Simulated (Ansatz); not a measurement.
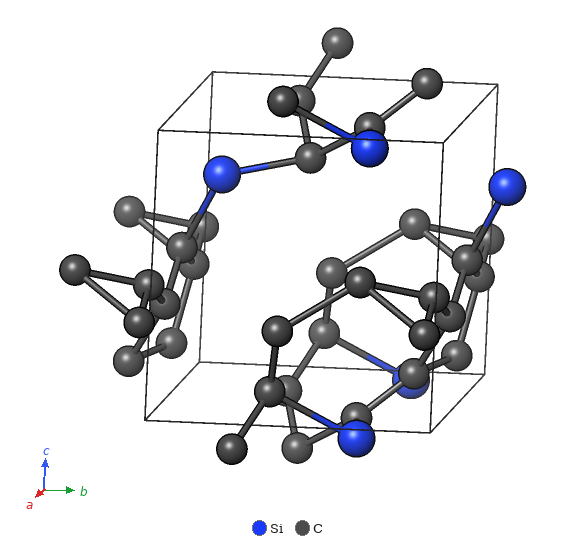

Drawn in the ball-and-stick manner and seen from a general direction. Atoms at the boundary of the simulation cell (the box) are drawn once for each face, edge or corner they touch. The first bonded neighbours in the surrounding cells are also shown.

The run was set up as follows:
```yaml
crystal:
  lattice:
    - [5.260733, -0.040134, 0.148153]
    - [-0.040134, 5.131796, 0.11761]
    - [0.148153, 0.11761, 5.335762]
  atoms:
    - { symbol: Si, position: [0.5669740453, 0.152285123, 0.7672538145] }
    - { symbol: Si, position: [0.9301660224, 0.7307565383, 0.9548793311] }
    - { symbol: C, position: [0.8916668859, 0.9722788263, 0.4436902884] }
    - { symbol: C, position: [0.5146930963, 0.8457076775, 0.0997680191] }
    - { symbol: C, position: [0.2472515551, 0.354016463, 0.9661291874] }
    - { symbol: C, position: [0.2481866751, 0.944357058, 0.112816194] }
    - { symbol: C, position: [0.6019287683, 0.6678283728, 0.9574530145] }
    - { symbol: C, position: [0.1695124492, 0.99527032, 0.3715016026] }
    - { symbol: C, position: [0.0201957917, 0.7351634583, 0.5110928036] }
    - { symbol: C, position: [0.6387319375, 0.9858403299, 0.3281891742] }
    - { symbol: C, position: [0.4240847767, 0.9976677103, 0.4796077854] }
    - { symbol: C, position: [0.1407940265, 0.4749279725, 0.3557123015] }
    - { symbol: C, position: [0.0244488876, 0.4369629634, 0.1230130413] }
    - { symbol: C, position: [0.4712955604, 0.4416208338, 0.8176205291] }
basis:
  ecutwfc: 420
kpoints:
  mp_grid: { grid: [4, 5, 4] }
hamiltonian:
  xc: pbe
scf:
  occupations: { method: fermi_dirac, width: 0.3447 }
output:
  forces: true
  stress: true
  eigenvalues: true
  populations: true
  write_density: true
  write_potential: true
  elf: true
  volumetric_format: npy
```
Run as:
```sh
ansatz run input.yaml --threads 2 --pin off --max-ram 5120MiB --backend cpu --events-out ev --progress --plain --runs-dir out
```

Computational set-up: DFT PBE, scalar-relativistic, plane waves, PAW (Ansatz 0.2.0), a kinetic-energy cutoff of 420 eV, Brillouin-zone sampling on a 4×5×4 mesh, Fermi-Dirac smearing of 0.34 eV, no spin polarisation.

Classify it as metallic or gapped, with the value.

A semiconductor at this level, with a gap of 0.43 eV on the k-mesh (the true edges may lie between mesh points, so the gap can be somewhat smaller).

What is the computed pressure?

The computed pressure is 1.1 GPa (compressed: it would expand). The stress isn't hydrostatic: its largest component is 14.6 GPa.

It derives from a structure type filled with these elements by a generator (whether the compound takes this form wasn't checked). Earlier steps of the study may have refined or changed the cell and positions. It went into a calculation with Ansatz.

At this level of theory the cell isn't at rest (forces up to 8.1 eV/Å), so its distances can differ from those at equilibrium, the more so the softer the solid.
